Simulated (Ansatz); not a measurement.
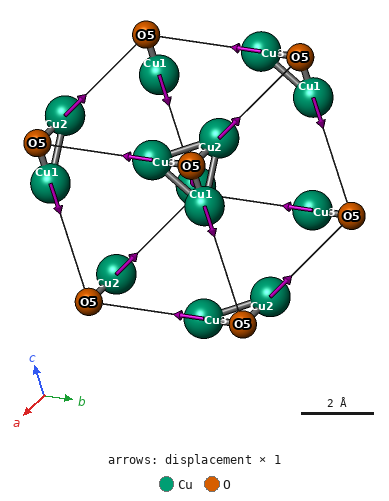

This is a relaxation of a crystal of Cu₄O (a generated structure, set up in I-43m) (coarse preliminary run). The starting structure is drawn; purple arrows show the displacements (the part carried along by the change of the cell is left out), at their true length.

The picture is a ball-and-stick view of the cell of the calculation, seen from a free direction.

Level of theory: DFT PBE, scalar-relativistic, plane waves, PAW (Ansatz).

Input
```yaml
crystal:
  lattice:
    - [-2.71692318, 2.71692318, 2.71692318]
    - [2.71692318, -2.71692318, 2.71692318]
    - [2.71692318, 2.71692318, -2.71692318]
  atoms:
    - { symbol: Cu, position: [0.0, 0.0, 0.74631286], spin: 1.0 }
    - { symbol: Cu, position: [0.74631286, 0.0, 0.0], spin: 1.0 }
    - { symbol: Cu, position: [0.0, 0.74631286, 0.0], spin: 1.0 }
    - { symbol: Cu, position: [0.25368714, 0.25368714, 0.25368714], spin: 1.0 }
    - { symbol: O, position: [0.0, 0.0, 0.0] }
basis:
  ecutwfc: 420
kpoints:
  mp_grid: { grid: [4, 4, 4] }
hamiltonian:
  xc: pbe
scf:
  occupations: { method: gaussian, width: 0.1 }
  lower_state_search: "off"
output:
  forces: true
  stress: true
  eigenvalues: true
  populations: true
magnetization:
  spin_polarized: true
relax:
  adjacent_minimum: "off"
  f_tol: 0.04
  max_steps: 70
  cell: { stress_tol: 0.4 }
```

Command:
```bash
ansatz run input.yaml --threads 1 --pin off --max-ram 2560MiB --backend cpu --events-out ev --progress --plain --runs-dir out
```

Atoms of which element are displaced furthest, and by how much?

Copper: up to 0.95 Å, against 0.00 Å for oxygen.

Describe the change and its energy.

The energy falls by 58.334 eV per cell of the calculation in 9 accepted moves (11 points after the start). Largest force component: 46 eV/Å at the start, 0.0021 eV/Å at the end. The pressure goes from 249.98 to −0.05 GPa. At 2 points the geometry stayed and the basis and grid were re-selected for the new cell (energy shift of 14.5 meV per cell of the calculation at most each time). The largest moves relative to the cell, 0.95 Å, are those of Cu1, Cu2, Cu3 and Cu4. Cu1 goes along −c. O stays in place. Cell: a = b = c 4.706 → 4.391 Å (−6.7 %). Volume −18.8 %. Near-neighbour distances that change, for instance: Cu1–Cu2 1.949 → 3.366 Å, Cu1–O5 3.512 → 2.329 Å, Cu1–O5 (another image) 1.194 → 2.061 Å, Cu1–Cu2 (another image) 3.311 → 2.544 Å. New bonds form: Cu1–O5 (3.51 → 2.33 Å), Cu2–O5 (3.51 → 2.33 Å), Cu3–O5 (3.51 → 2.33 Å), Cu4–O5 (3.51 → 2.33 Å). Bonds break: Cu1–Cu2 (1.95 → 3.37 Å), Cu1–Cu3 (1.95 → 3.37 Å), Cu1–Cu4 (1.95 → 3.37 Å), Cu2–Cu3 (1.95 → 3.37 Å). The space group stays I-43m (No. 217). The program noted that the starting moments weren't kept. Cost: 66 s on 1 thread of Intel(R) Xeon(R) 6975P-C (Granite Rapids) (shared host), peak memory 0.4 GiB.
